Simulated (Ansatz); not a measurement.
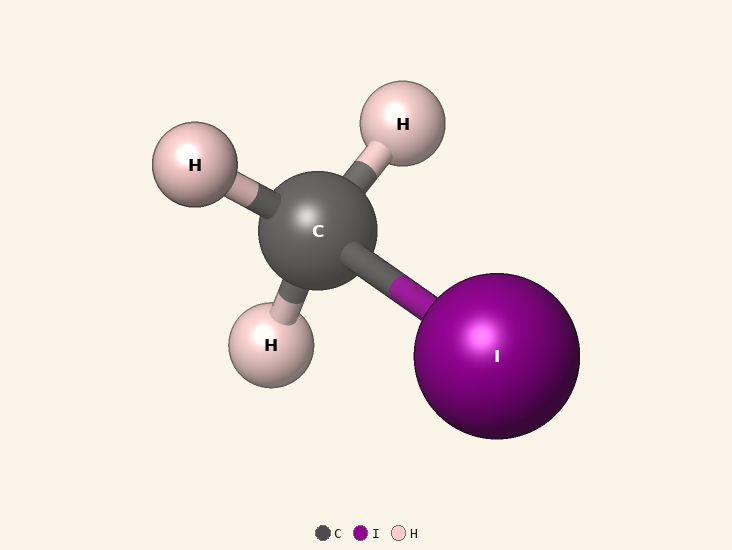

The picture comes from a calculation with Ansatz.

Orthographic view. Atoms fade into the background with distance from the viewer. Geometry: a fixed input geometry, not necessarily a minimum.

> Write the InChI string.

InChI=1S/CH3I/c1-2/h1H3
